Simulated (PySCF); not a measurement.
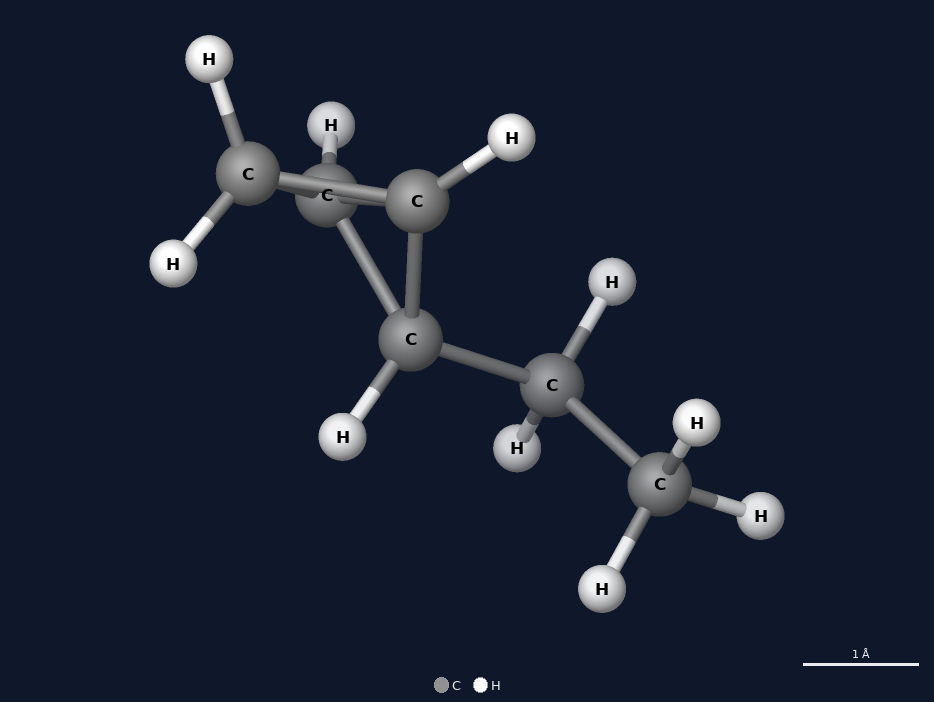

Ball-and-stick drawing of a structure.

Computed geometry: GFN2-xTB optimisation. No frequency run is at hand to confirm it as a minimum.

Description:

Formula C6H10. Its SMILES string is `CC[C@@H]1[C@H]2C[C@@H]12`. Independent rings (smallest set): 2 of 3 members. This geometry has C1 symmetry. Coordination, clear cases only: 2 C tetrahedral.

More results for the same structure follow; atom numbers are the same in all pictures, views and colours differ.

**Bond orders**

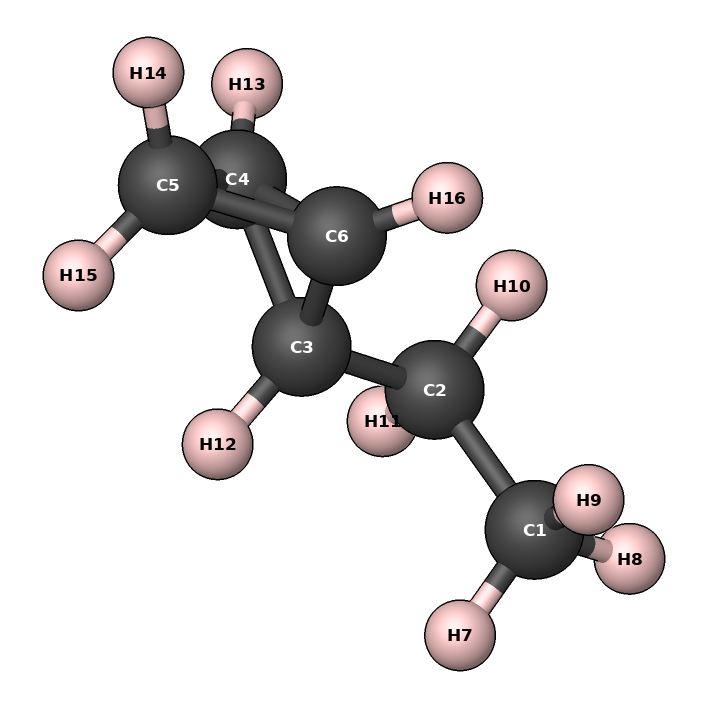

Every bond is drawn as one stick. No frequency run is at hand to confirm it as a minimum. Computed with PBE0/pcSseg-1 (PySCF 2.14.0).

Which bond between heavy atoms has the lowest Mayer bond order?

C4–C6, 0.81, at 1.485 Å.

List the Mayer bond orders of C1–C2, C2–C3, C3–C4, C3–C6, C4–C5, C4–C6, C5–C6 (bonds between heavy atoms, one of each equivalent set).

```
 bond  Mayer order  length (Å)
C1–C2         1.06       1.526
C2–C3         1.03       1.512
C3–C4         0.95       1.499
C3–C6         0.95       1.499
C4–C5         0.98       1.495
C4–C6         0.81       1.485
C5–C6         0.98       1.495
```

**NMR shielding**

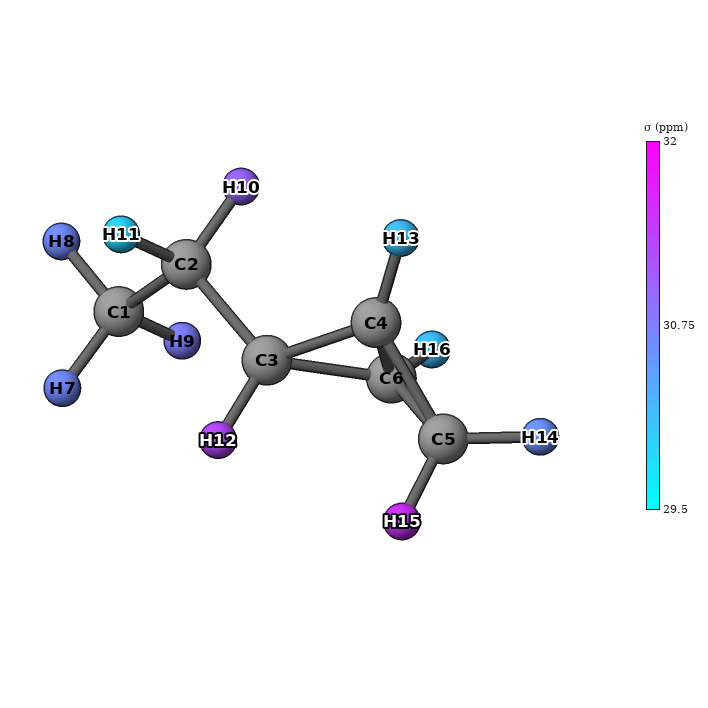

Atoms are coloured by their isotropic NMR shieldings (H only, the others grey). No frequency run is at hand to confirm it as a minimum. Method: GIAO PBE0/pcSseg-1 NMR shielding, non-relativistic, gas phase (PySCF 2.14.0).

Which H atom is the most shielded (lowest chemical shift)?

H15 (31.52 ppm).

Which H atom is the least shielded (highest chemical shift)?

H11 (29.93 ppm).

How wide is the range of H shifts?

1.59 ppm.

Give the isotropic NMR shieldings of the H atoms atom by atom.

| atom | σ (ppm) |
| --- | --- |
| H7 | 30.63 |
| H8 | 30.62 |
| H9 | 30.74 |
| H10 | 30.99 |
| H11 | 29.93 |
| H12 | 31.27 |
| H13 | 30.13 |
| H14 | 30.57 |
| H15 | 31.52 |
| H16 | 30.11 |

**Electronic properties**

No frequency run is at hand to confirm it as a minimum. Properties computed with PBE0/def2-SVPD, gas phase (PySCF 2.14.0). Excitations: vertical, linear response.

Give the brightest of the 6 lowest singlets at this level.

7.32 eV.

Give the HOMO energy (Kohn–Sham orbital) at this level.

−7.08 eV.

What is the mean static polarisability?

67.3 bohr³.

What is the lowest vertical singlet excitation?

7.03 eV.
